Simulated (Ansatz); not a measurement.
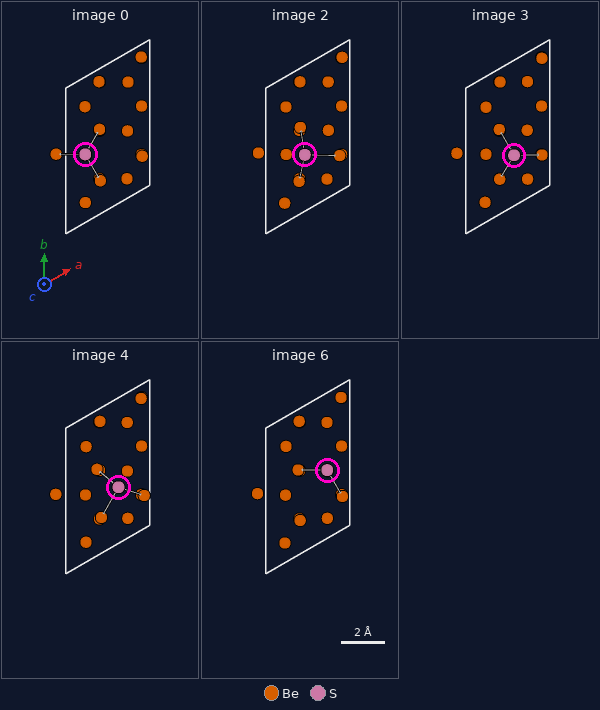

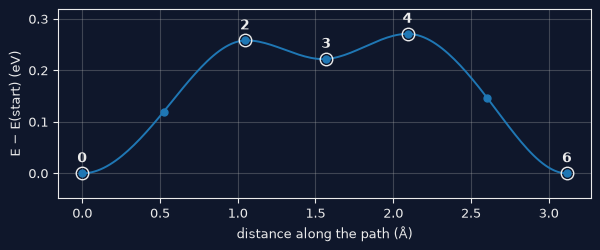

NEB run on S on Be(0001) (19 atoms in the cell). Images are numbered from 0 (start) to 6 (end). A ball-and-stick model of the simulation cell, with the vacuum cut short (origin moved), seen along the c axis. The moving atom is ringed, with any periodic copies. Bonds to atoms that aren't drawn are left out.

The calculation used DFT r2SCAN-D3(BJ), scalar-relativistic, plane waves, PAW in Ansatz.

Input
```yaml
crystal:
  lattice:
    - [4.58, 0.0, 0.0]
    - [3.435, 5.949595, 0.0]
    - [0.0, 0.0, 16.58843]
  atoms:
    - { symbol: Be, position: [0.0, 0.0, 0.060283] }
    - { symbol: Be, position: [0.5, 0.0, 0.060283] }
    - { symbol: Be, position: [0.0, 0.3333333, 0.060283] }
    - { symbol: Be, position: [0.5, 0.3333333, 0.060283] }
    - { symbol: Be, position: [0.0, 0.6666667, 0.060283] }
    - { symbol: Be, position: [0.5, 0.6666667, 0.060283] }
    - { symbol: Be, position: [-0.17417764, 0.22601525, 0.16965324] }
    - { symbol: Be, position: [0.33083363, 0.22725481, 0.17113695] }
    - { symbol: Be, position: [-0.16681406, 0.552104, 0.17399389] }
    - { symbol: Be, position: [0.33399084, 0.55264276, 0.16627404] }
    - { symbol: Be, position: [-0.16071973, 0.8851113, 0.17158999] }
    - { symbol: Be, position: [0.32625807, 0.88710695, 0.17164874] }
    - { symbol: Be, position: [-0.00455656, 0.00486108, 0.27714124] }
    - { symbol: Be, position: [0.4939066, 0.00309502, 0.27590966] }
    - { symbol: Be, position: [0.00704773, 0.32021014, 0.27669998] }
    - { symbol: Be, position: [0.5099739, 0.31757162, 0.28530222] }
    - { symbol: Be, position: [-0.01613586, 0.6752498, 0.2827968] }
    - { symbol: Be, position: [0.50001348, 0.67384359, 0.28274851] }
    - { symbol: S, position: [0.32944157, 0.55879738, 0.37328492] }
basis:
  ecutwfc: 500.0
kpoints:
  mp_grid: { grid: [5, 4, 1] }
hamiltonian:
  xc: r2scan
  dispersion: d3bj
scf:
  occupations: { method: gaussian, width: 0.05 }
  lower_state_search: "off"
neb:
  images: 5
  f_tol: 0.03
  initial_path: idpp
  max_iterations: 21
  constraints: [{ sites: [0, 1, 2, 3, 4, 5] }]
  final_atoms:
    - { symbol: Be, position: [0.0, 0.0, 0.060283] }
    - { symbol: Be, position: [0.5, 0.0, 0.060283] }
    - { symbol: Be, position: [0.0, 0.3333333, 0.060283] }
    - { symbol: Be, position: [0.5, 0.3333333, 0.060283] }
    - { symbol: Be, position: [0.0, 0.6666667, 0.060283] }
    - { symbol: Be, position: [0.5, 0.6666667, 0.060283] }
    - { symbol: Be, position: [-0.16916637, 0.22725481, 0.17113695] }
    - { symbol: Be, position: [0.32582236, 0.22601525, 0.16965324] }
    - { symbol: Be, position: [-0.16600916, 0.55264276, 0.16627404] }
    - { symbol: Be, position: [0.33318594, 0.552104, 0.17399389] }
    - { symbol: Be, position: [-0.17374193, 0.88710695, 0.17164874] }
    - { symbol: Be, position: [0.33928027, 0.8851113, 0.17158999] }
    - { symbol: Be, position: [-0.0060934, 0.00309502, 0.27590966] }
    - { symbol: Be, position: [0.49544344, 0.00486108, 0.27714124] }
    - { symbol: Be, position: [0.0099739, 0.31757162, 0.28530222] }
    - { symbol: Be, position: [0.50704773, 0.32021014, 0.27669998] }
    - { symbol: Be, position: [1.348e-05, 0.67384359, 0.28274851] }
    - { symbol: Be, position: [0.48386414, 0.6752498, 0.2827968] }
    - { symbol: S, position: [0.82944157, 0.55879738, 0.37328492] }
  order_check: false
```

Command:
```bash
ansatz run input.yaml --threads 2 --pin off --max-ram 5120MiB --backend cpu --events-out ev --progress --plain --runs-dir out
```

**What happens along the path, and what is the barrier?**

The barrier is about 0.271 eV in both directions, with image 4 at the top; the ends have the same energy. The profile has 2 maxima (images 2, 4) with a dip at image 3 (+0.222 eV), so the process runs in steps. The adsorbate starts on a bridge site and hops by a lattice vector of the surface; other mechanisms, such as exchange with a surface atom, weren't searched. The path has more than one stage, and so few images may leave a stage unresolved. The S atom travels furthest, 2.29 Å from end to end, on a path that bends up to 0.72 Å away from the straight line. At the highest image its nearest neighbour (Be) is 2.00 Å away, against 2.03 Å at the start, and the surrounding atoms stand up to 0.18 Å off the mean of their end positions. The band converged in 11 iterations. The largest component of the band force went from 2 to 0.022 eV/Å. The climbing image converged on the top of the path. Its curvatures weren't checked.

Limits of the set-up: the periodic images lie only 4.6 Å apart, so the values are limited by the cell's size.
